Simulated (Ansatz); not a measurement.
**[BCl2]+ (SMILES Cl[B+]Cl): CCSD(T)/cc-pVTZ**

Aim: the vertical singlet–triplet gap of [BCl2]+ at CCSD(T)/cc-pVTZ, from 2 runs. 

The results are computed with Ansatz 0.2.0.

6 further runs of the same task are left out: 6 that didn't finish.

## 1. The system as given

[BCl2]+: 3 atoms, total charge +1, spin state singlet. SMILES: `Cl[B+]Cl`. The coordinates come from a PBE0-D4/def2-TZVP relaxation.

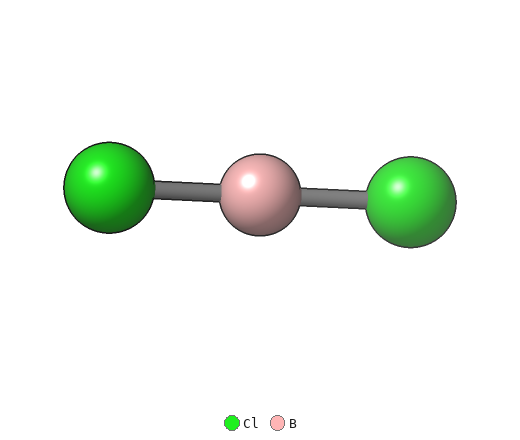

Viewed from a chosen angle; chlorine green, boron pink.

## 2. The energy at CCSD(T)/cc-pVTZ

run.yaml reads:

```yaml
crystal:
  periodic: [false, false, false]
  atoms:
    - {symbol: Cl, position_ang: [-1.267920, 0.785680, -0.605300]}
    - {symbol: B, position_ang: [0.000010, 0.000020, 0.000000]}
    - {symbol: Cl, position_ang: [1.267910, -0.785700, 0.605290]}
basis:
  gaussian: {orbitals: cc-pVTZ}
total_charge: 1
correlation: {method: ccsd_t, frozen_orbitals: {B: 1, Cl: 5}}
accuracy: high
scf: {omitted_lower_state_checks: [cluster_reference, increment]}
```

Started as:

```sh
ansatz run run.yaml --threads 1 --pin off --max-ram 3480MiB --events-out events.jsonl --progress --plain --runs-dir runs
```

Log, shortened:

```text
Warning: RAYON_NUM_THREADS=1 ignored (pool sized by the plan → 1); use --threads N
Functional definition: HF
  name "HF"
[...]
1391 factors; integrals over basis functions are off by at most 3.8e-9 eV
[...]
mean field -25673.60075214 eV, -943.4874254496 hartree, gradient 1.8e-8 eV, S^2 0.000000; 0 other end points of the search recorded, 0 dependent functions left out
11 core orbitals not correlated: weight in the atoms' cores, before any rotation towards them, 1.000 or more for the frozen orbitals, at most 0.000 for the correlated occupied ones
reference -25673.60075214 eV, -943.4874254496 hartree; 8, 8 occupied and 79, 79 virtual orbitals, 1391 factors
second order -12.10286102 eV of doubles, -0.00000000 eV of singles
cycle   1  -12.57928666 eV  change   -4.8e-1 eV  update   8.3e-2
[...]
cycle  19  -12.92356513 eV  change   -1.4e-9 eV  update  9.1e-10
perturbative correction -0.62778687 eV, -0.0230707420 hartree
Total energy: -25687.15210414 eV, -943.9854284500 hartree
Checks for a lower state left out: cluster_reference, increment
```

Run time: 4.2 s. Hardware: 1 thread of Intel Xeon 6975P-C (Granite Rapids), shared host; peak memory 0.47 GiB.

## 3. The triplet, same level

job.yaml reads:

```yaml
crystal:
  periodic: [false, false, false]
  atoms:
    - {symbol: Cl, position_ang: [-1.267920, 0.785680, -0.605300]}
    - {symbol: B, position_ang: [0.000010, 0.000020, 0.000000]}
    - {symbol: Cl, position_ang: [1.267910, -0.785700, 0.605290]}
basis:
  gaussian: {orbitals: cc-pVTZ}
total_charge: 1
magnetization: {spin_polarized: true, initial_magnetization: 2}
correlation: {method: ccsd_t, frozen_orbitals: {B: 1, Cl: 5}}
accuracy: high
scf: {omitted_lower_state_checks: [cluster_reference, increment]}
```

Started as:

```sh
ansatz run job.yaml --threads 1 --pin off --max-ram 3480MiB --events-out events.jsonl --progress --plain --runs-dir runs
```

Log, shortened:

```text
Warning: RAYON_NUM_THREADS=1 ignored (pool sized by the plan → 1); use --threads N
[... 2 set-up lines as earlier in the session ...]
[...]
1391 factors; integrals over basis functions are off by at most 3.8e-9 eV
[...]
mean field -25667.17553132 eV, -943.2513029395 hartree, gradient 7.9e-8 eV, S^2 2.027671; 18 other end points of the search recorded, 0 dependent functions left out
11 core orbitals not correlated: weight in the atoms' cores, before any rotation towards them, 1.000 or more for the frozen orbitals, at most 0.000 for the correlated occupied ones
reference -25667.17553132 eV, -943.2513029395 hartree; 9, 7 occupied and 78, 80 virtual orbitals, 1391 factors
second order -11.14559914 eV of doubles, -0.00000000 eV of singles
cycle   1  -11.89406119 eV  change   -7.5e-1 eV  update   9.8e-2
[...]
cycle  36  -12.44903731 eV  change   6.5e-10 eV  update  2.9e-10
perturbative correction -0.65529196 eV, -0.0240815355 hartree
Total energy: -25680.27986059 eV, -943.7328781578 hartree
Checks for a lower state left out: cluster_reference, increment
```

Run time: 66 s. Hardware: 1 thread of Intel Xeon 6975P-C (Granite Rapids), shared host; peak memory 0.78 GiB.

## 4. What came out

At CCSD(T)/cc-pVTZ, 11 core orbitals frozen:

| quantity | value |
| --- | --- |
| singlet: total energy | -943.98543 Eh |
| singlet: correlation energy (11 core orbitals frozen) | -498.0 mEh |
| singlet: (T) correction | -23.07 mEh |
| singlet: T1 diagnostic | 0.014 |
| triplet: total energy | -943.73288 Eh |
| triplet: correlation energy (11 core orbitals frozen) | -481.6 mEh |
| triplet: (T) correction | -24.08 mEh |
| triplet: ⟨S²⟩ of the reference determinant | 2.028 |
| triplet: T1 diagnostic | 0.075 |
| vertical energy of the triplet above the singlet | 6.872 eV |

In words: At this shape the triplet lies 6.87 eV (663 kJ/mol) above the singlet. The triples (singlet) make up 4.6 % of the correlation energy. The T1 diagnostic (triplet) of 0.075 is above the customary mark for such species, so a single reference may not serve. The triples (triplet) make up 5.0 % of the correlation energy.
